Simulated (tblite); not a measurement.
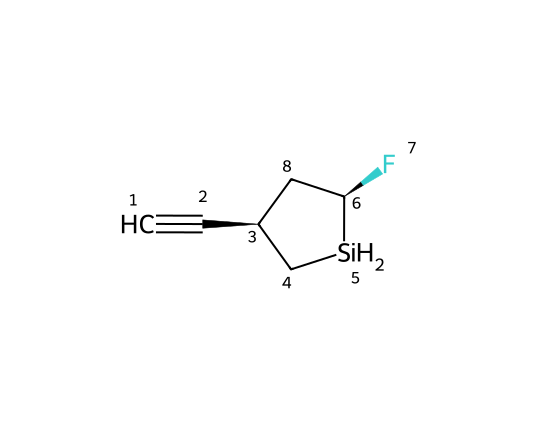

Skeletal drawing with numbered atoms; wedges and dashes mark any stereocentres. The configuration is that of a computed structure (GFN2-xTB).

Assign CIP descriptors.

C3: R; C6: S.
